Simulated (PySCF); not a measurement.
SMILES CC(C)[SiH2]C(C)C, GFN2-xTB optimised geometry. Atoms within 1.6 Å of the plane z = 0.0 Å (x, y, z in Å): C1 (2.72, 0.86, 1.47), C2 (1.20, 0.84, 1.52), Si4 (0.50, -0.08, 0.00), C5 (-1.41, -0.08, 0.00), C6 (-1.99, 1.33, 0.00), C7 (-1.95, -0.86, -1.20), H8 (3.12, -0.16, 1.50), H10 (3.08, 1.33, 0.56), H11 (0.86, 1.88, 1.50), H15 (0.97, -1.48, 0.02), H16 (0.98, 0.57, -1.22), H17 (-1.77, -0.59, 0.90), H18 (-1.66, 1.88, 0.88), H19 (-1.66, 1.87, -0.88), H20 (-3.08, 1.31, 0.00), H21 (-3.04, -0.89, -1.19), H22 (-1.58, -1.88, -1.19).

Level of theory: PBE/def2-SVP in PySCF 2.14.0. Cells within 0.4 Å of a nucleus heavier than hydrogen are left out (blank, or x).

Map of the deformation density (molecule minus spherical neutral atoms) (e/bohr³) on the plane z = 0.0 Å:

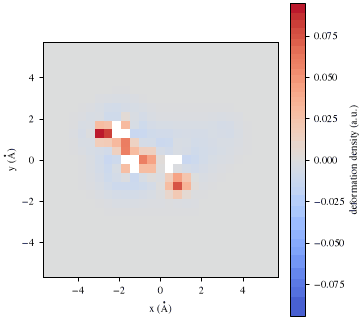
Figure. Deformation density (molecule minus spherical neutral atoms) (e/bohr³) on the plane z = 0.0 Å.
